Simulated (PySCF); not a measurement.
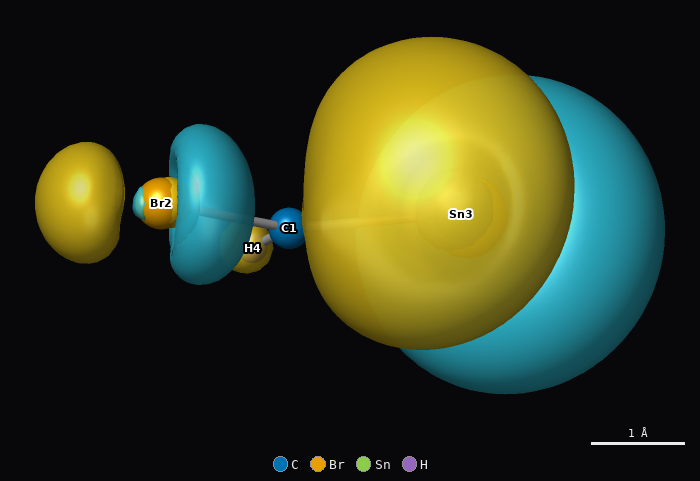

Figure 1: CHBrSn (SMILES Br[CH]=[Sn]). One frontier orbital at ±0.08 Å⁻³ᐟ² (yellow and cyan are the two phases), seen from one side.

Geometry: PBE0-D3(BJ)/def2-SVP; core potentials replace the inner electrons of Sn.

Theory: Gaussian-basis quantum chemistry of an isolated molecule with PySCF, energy and nuclear gradient, functional PBE0 in PySCF.

```xyz
4

C    -1.5427    1.4791   -1.3144
Br   -2.1136    1.2291    0.4877
Sn    0.4514    1.3519   -1.5816
H    -2.3881    1.6637   -1.9874
```

### Which orbital is it: HOMO or LUMO?

The LUMO, at −2.97 eV. By Hirshfeld shares it lies mainly on Sn3 (about 85 %) and Br2 (about 5 %); it is symmetric in the molecular plane (an in-plane orbital: σ, lone-pair or in-plane π type).
